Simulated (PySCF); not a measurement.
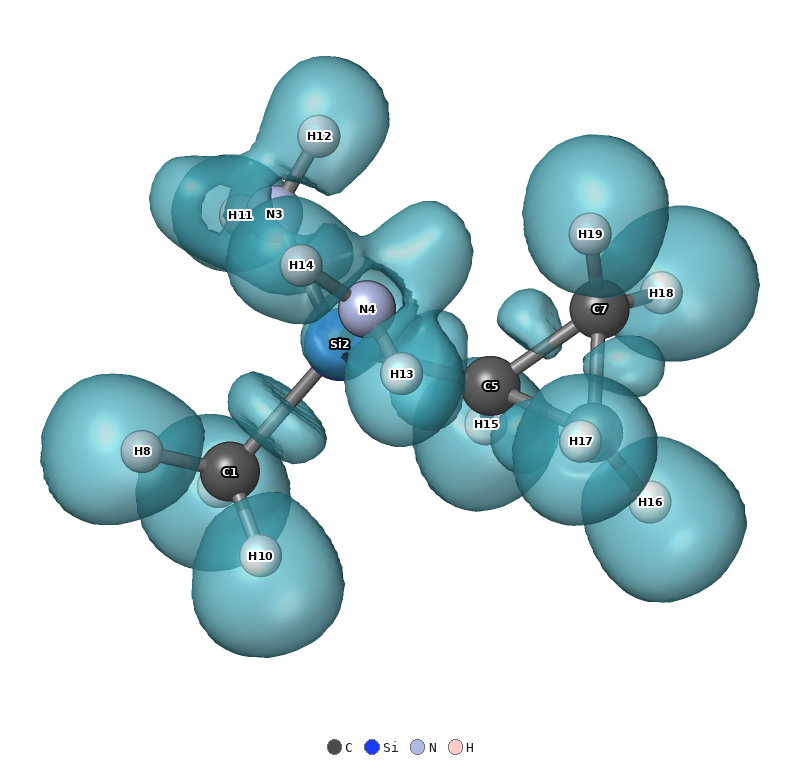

The picture shows: C₄H₁₂N₂Si. Isosurface of the ELF at 0.8 (cyan), seen across its widest extent. Only the valence region is drawn (cores and ρ < 0.01 e/Å³ removed).

Geometry: GFN2-xTB.

All numbers below come from PBE0/def2-SVPD, SCF density, gas phase in PySCF 2.14.0.

Input

```
{"job": {"kind": "uv", "xc": "PBE0", "basis": "def2-SVPD", "nstates": 8, "ntriplets": 3}, "charge": 0, "multiplicity": 1}
C     -1.153217    -1.662104    -1.190670
Si    -0.749792    -0.165405    -0.084076
N     -1.988552     1.010476    -0.377957
N     -0.860554    -0.397122     1.628671
C      1.024031     0.384987    -0.452626
C      2.170218     0.042932     0.456347
C      1.678307     1.448976     0.382820
H     -2.166607    -2.009355    -1.018766
H     -1.065044    -1.419315    -2.244459
H     -0.480484    -2.490569    -0.991609
H     -2.202847     1.236127    -1.335136
H     -1.958686     1.856454     0.168489
H     -0.267760    -1.090677     2.053667
H     -1.786734    -0.462698     2.019135
H      1.285446     0.416972    -1.505280
H      3.126032    -0.192877     0.010602
H      1.962665    -0.517568     1.354487
H      2.296470     2.186709    -0.108476
H      1.127304     1.833308     1.227376
```

Command:

```sh
OMP_NUM_THREADS=1 python probes_run.py task.json out
```

Question: Describe the localisation domains.

Answer: The surface consists of three regions between bonded C–C atoms (shared pairs), two regions between bonded C–Si atoms (shared pairs), eight regions around hydrogen nuclei and two joined regions spread over several atoms (H, N), in which their bonds and any lone pairs are merged. Along the contacts the grid gives the following. C–C (1.49 Å): the ELF peaks at about 0.90 between the atoms (a shared electron pair). Si–N (1.73 Å): the ELF peaks at about 0.90 between the atoms, as expected for a shared but strongly polarised pair.
